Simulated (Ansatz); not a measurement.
**TiAl3: response to strain**

Start from TiAl3 (space group I4/mmm, No. 139; relaxed with 0.1 eV smearing).

```
TiAl3
1.0
   -1.92415     1.92415     4.30642
    1.92415    -1.92415     4.30642
    1.92415     1.92415    -4.30642
Al Ti
3 1
Cartesian
  0.00000   0.00000   4.30642
  0.00000   1.92415   2.15321
  1.92415   0.00000   2.15321
  0.00000   0.00000   0.00000
```

Strains are applied to the cell and any free atomic positions relax.

The values are results of PBE/PAW in Ansatz (an electronic-structure program), no spin-orbit coupling, not measurements.

Notes on the quantities. pressure: mean of the normal stresses, compression positive.

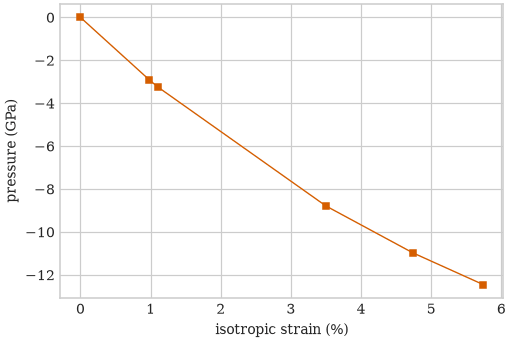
Pressure against isotropic strain

Task: From the plot, what is the pressure for isotropic strain +5.74 %?

Result: About -12 GPa.

Task: Is the trend monotonic over the range shown?

Result: Yes, it falls throughout, spanning -12.5 GPa to 0.0 GPa.

Whether these cells are dynamically stable was not tested. All final runs are without spin polarisation.
